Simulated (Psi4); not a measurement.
# SiNH2F2 (SMILES [NH][SiH](F)F): USVWN5/def2-SVPD

Aim: the vertical electron affinity of SiNH2F2 at USVWN5/def2-SVPD, from 2 runs. 

Program for the calculation: Psi4 1.11.

1 further run of the same task is left out (set aside as unsound or not needed).

## (1) The structure to begin with

The species is SiNH2F2 (6 atoms), meant as a doublet with charge 0. As SMILES, `[NH][SiH](F)F`. The coordinates come from a PBE0-D4/def2-TZVP relaxation. This is one conformer, not always the lowest.

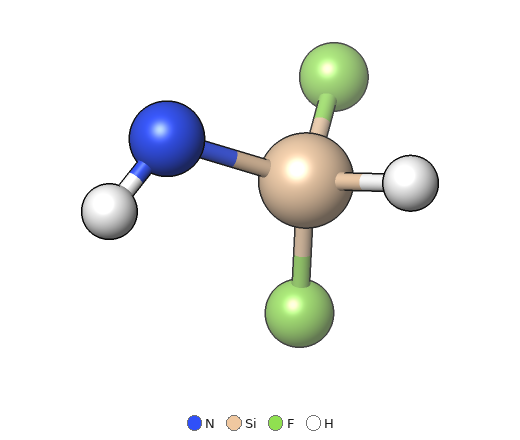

Viewed from a chosen angle; nitrogen blue, silicon light orange, fluorine green, hydrogen white.

## (2) Energy and gradient at USVWN5/def2-SVPD

Input file f2h2nsi.xyz:

```xyz
6
F2H2NSi
N     -0.025400     1.001700    -0.903700
Si     0.188000    -0.244900     0.273000
F      1.578700    -0.941400    -0.004700
F     -0.908600    -1.390200     0.207400
H     -0.977800     1.156700    -1.236500
H      0.187200     0.354100     1.618300
```

Input file job.py:

```python
import psi4

psi4.set_memory(2200000000)
psi4.set_num_threads(1)
psi4.set_output_file('f2h2nsi.out', False)

with open('f2h2nsi.xyz') as f:
    atoms = ''.join(f.readlines()[2:])
m = psi4.geometry('0 2\n' + atoms + 'symmetry c1')

psi4.set_options({
    'basis': 'def2-SVPD',
    'reference': 'uks',
    'puream': True,
    'e_convergence': 1e-09,
    'd_convergence': 1e-08,
    'scf_type': 'pk',
    'dft_radial_points': 99,
    'dft_spherical_points': 590,
    'maxiter': 100,
})

e = psi4.gradient('scf', dft_functional={"name": "SVWN5", "x_functionals": {"LDA_X": {}}, "c_functionals": {"LDA_C_VWN": {}}}, molecule=m)
print('gradient / Eh bohr^-1')
print(e.np.round(6))
```

Run with:

```
$ python job.py
```

f2h2nsi.out, cut to the lines that bear on the results:

```text
[...]
  Running in c1 symmetry.
[...]
  Nuclear repulsion =  175.745953143268252
[...]
  Multiplicity = 2
[...]
  Nalpha       = 21
  Nbeta        = 20
[...]
    Number of basis functions: 106
[...]
   @UKS iter   1:  -541.82617902081427   -1.67700e-01   7.01572e-03 DIIS/ADIIS
[...]
   @UKS iter  13:  -542.05404258011322   -7.04858e-12   7.37001e-09 DIIS
[...]
   @S^2 Observed:                7.524364165E-01
[...]
    Orbital Energies [Eh]
    ---------------------
    Alpha Occupied:
       1A    -65.211580     2A    -24.119637     3A    -24.118385
       4A    -13.921849     5A     -5.116083     6A     -3.563296
       7A     -3.561053     8A     -3.558419     9A     -1.099194
      10A     -1.077543    11A     -0.782187    12A     -0.535162
      13A     -0.468981    14A     -0.455110    15A     -0.444854
      16A     -0.411314    17A     -0.398217    18A     -0.386812
      19A     -0.355291    20A     -0.305284    21A     -0.294699
    Alpha Virtual:
      22A     -0.013306    23A     -0.008065    24A      0.003736
      25A      0.031845    26A      0.064210    27A      0.085476
[...]
  @UKS Final Energy:  -542.05404258011322
   => Energetics <=
    Nuclear Repulsion Energy =            175.7459531432682525
    One-Electron Energy =               -1103.9622977943040496
    Two-Electron Energy =                 432.7138889130426946
    DFT Exchange-Correlation Energy =     -46.5515868421201660
    Empirical Dispersion Energy =           0.0000000000000000
    VV10 Nonlocal Energy =                  0.0000000000000000
    Total Energy =                       -542.0540425801132187
[...]
 Multipole Moments:
 ------------------------------------------------------------------------------------
     Multipole            Electronic (a.u.)      Nuclear  (a.u.)        Total (a.u.)
 ------------------------------------------------------------------------------------
 L = 1.  Multiply by 2.5417464519 to convert [e a0] to [Debye]
 Dipole X            :          0.7848979           -1.3705963           -0.5856984
 Dipole Y            :         -3.2046623            3.6106995            0.4060372
 Dipole Z            :          0.0035850            0.1753524            0.1789374
 Magnitude           :                                                    0.7347975
[...]
  -Total Gradient:
     Atom            X                  Y                   Z
    ------   -----------------  -----------------  -----------------
       1       -0.011560403143     0.001859227941    -0.005518451757
       2        0.005620040126    -0.026739233819     0.003857230693
       3       -0.023245817769     0.011995808052     0.003921178219
       4        0.017487550808     0.019730349125    -0.000031080365
       5        0.011807137832    -0.003135782084     0.004844698534
       6       -0.000022459875    -0.003686887213    -0.007093379800
[...]
```

Standard output:

```text
gradient / Eh bohr^-1
[[-1.1560e-02  1.8590e-03 -5.5180e-03]
 [ 5.6200e-03 -2.6739e-02  3.8570e-03]
 [-2.3246e-02  1.1996e-02  3.9210e-03]
 [ 1.7488e-02  1.9730e-02 -3.1000e-05]
 [ 1.1807e-02 -3.1360e-03  4.8450e-03]
 [-2.2000e-05 -3.6870e-03 -7.0930e-03]]
```

It took 41 s on 1 thread of AMD EPYC 7R43 (Zen 3), shared host; peak memory 0.67 GiB.

## (3) The singlet anion: a single-point energy at SVWN5/def2-SVPD

f2h2nsi.xyz is that of step 2.

Input file calc.py:

```python
import psi4

psi4.set_memory('2200 MB')
psi4.set_num_threads(1)
psi4.set_output_file('run.log', False)

with open('f2h2nsi.xyz') as f:
    atoms = ''.join(f.readlines()[2:])
mol = psi4.geometry('-1 1\n' + atoms + 'symmetry c1')

options = {'basis': 'def2-SVPD', 'puream': True, 'e_convergence': 1e-09, 'd_convergence': 1e-08, 'scf_type': 'pk', 'dft_radial_points': 99, 'dft_spherical_points': 590}
psi4.set_options(options)

e, wfn = psi4.energy("scf", dft_functional={"name": "SVWN5", "x_functionals": {"LDA_X": {}}, "c_functionals": {"LDA_C_VWN": {}}}, molecule=mol, return_wfn=True)
print(f'total energy {e:.8f} hartree = {e * 27.211386:.5f} eV')
for k, v in sorted(psi4.core.scalar_variables().items()):
    print(f'{k:45s} {v:18.10f}')
```

Run with:

```
$ python calc.py
```

run.log, cut to the lines that bear on the results:

```text
[...]
  Running in c1 symmetry.
[...]
  Nuclear repulsion =  175.745953143268252
[...]
  Multiplicity = 1
[...]
  Nalpha       = 21
  Nbeta        = 21
[...]
    Number of basis functions: 106
[...]
   @RKS iter   1:  -541.59130465963358    6.71741e-02   1.03926e-02 ADIIS/DIIS
[...]
   @RKS iter  13:  -542.15341055459203   -3.43334e-11   5.68875e-09 DIIS
[...]
    Orbital Energies [Eh]
    ---------------------
    Doubly Occupied:
       1A    -64.968179     2A    -23.913862     3A    -23.912053
       4A    -13.580898     5A     -4.871426     6A     -3.319870
       7A     -3.316241     8A     -3.312443     9A     -0.893154
      10A     -0.872612    11A     -0.452991    12A     -0.316666
      13A     -0.261545    14A     -0.237318    15A     -0.223599
      16A     -0.197683    17A     -0.187546    18A     -0.165242
      19A     -0.109408    20A      0.003106    21A      0.033670
[...]
  @RKS Final Energy:  -542.15341055459203
   => Energetics <=
    Nuclear Repulsion Energy =            175.7459531432682525
    One-Electron Energy =               -1113.7794326502475997
    Two-Electron Energy =                 442.6919735671022522
    DFT Exchange-Correlation Energy =     -46.8119046147148978
    Empirical Dispersion Energy =           0.0000000000000000
    VV10 Nonlocal Energy =                  0.0000000000000000
    Total Energy =                       -542.1534105545920283
[...]
 Multipole Moments:
 ------------------------------------------------------------------------------------
     Multipole            Electronic (a.u.)      Nuclear  (a.u.)        Total (a.u.)
 ------------------------------------------------------------------------------------
 L = 1.  Multiply by 2.5417464519 to convert [e a0] to [Debye]
 Dipole X            :          1.2176916           -1.3705963           -0.1529047
 Dipole Y            :         -4.9023361            3.6106995           -1.2916366
 Dipole Z            :          0.6718437            0.1753524            0.8471961
 Magnitude           :                                                    1.5522391
[...]
```

Standard output:

```text
total energy -542.15341055 hartree = -14752.74573 eV
CURRENT ENERGY                                   -542.1534105546
CURRENT REFERENCE ENERGY                         -542.1534105546
DD SOLVATION ENERGY                                 0.0000000000
DFT FUNCTIONAL TOTAL ENERGY                      -542.1534105546
DFT TOTAL ENERGY                                 -542.1534105546
DFT VV10 ENERGY                                     0.0000000000
DFT XC ENERGY                                     -46.8119046147
GRID ELECTRONS ALPHA                               20.9999997272
GRID ELECTRONS BETA                                20.9999997272
GRID ELECTRONS TOTAL                               41.9999994544
NUCLEAR REPULSION ENERGY                          175.7459531433
ONE-ELECTRON ENERGY                             -1113.7794326502
PCM POLARIZATION ENERGY                             0.0000000000
PE ENERGY                                           0.0000000000
SCF ITERATION ENERGY                             -542.1534105546
SCF ITERATIONS                                     13.0000000000
SCF TOTAL ENERGY                                 -542.1534105546
TWO-ELECTRON ENERGY                               442.6919735671
XC GRID RADIAL POINTS                              99.0000000000
XC GRID SPHERICAL POINTS                          590.0000000000
XC GRID TOTAL POINTS                           337831.0000000000
```

It took 20 s on 1 thread of AMD EPYC 7R43 (Zen 3), shared host; peak memory 0.68 GiB.

## (4) What came out

At USVWN5/def2-SVPD:

```
                                                            quantity          value
                                       doublet SiNH2F2: total energy  -542.05404 Eh
                                      doublet SiNH2F2: dipole moment         1.87 D
                 doublet SiNH2F2: HOMO energy (highest over α and β)       -7.41 eV
                  doublet SiNH2F2: LUMO energy (lowest over α and β)       -6.46 eV
                                               doublet SiNH2F2: ⟨S²⟩          0.752
                           doublet SiNH2F2: largest force on an atom     1.419 eV/Å
                                         singlet anion: total energy  -542.15341 Eh
                                          singlet anion: HOMO energy        0.92 eV
                                          singlet anion: LUMO energy        4.38 eV
singlet anion: HOMO–LUMO gap (to an unbound level, set by the basis)        3.46 eV
                   vertical electron affinity (to the singlet anion)       2.704 eV
```

At fixed nuclei the extra electron is bound by 2.70 eV (261 kJ/mol). The largest force (doublet SiNH2F2) is 1.42 eV/Å: the shape isn't a stationary point for this species at this level. The HOMO (singlet anion) lies at positive energy, 0.92 eV, as semi-local functionals often give for anions; only total energies tell whether the electron is bound.
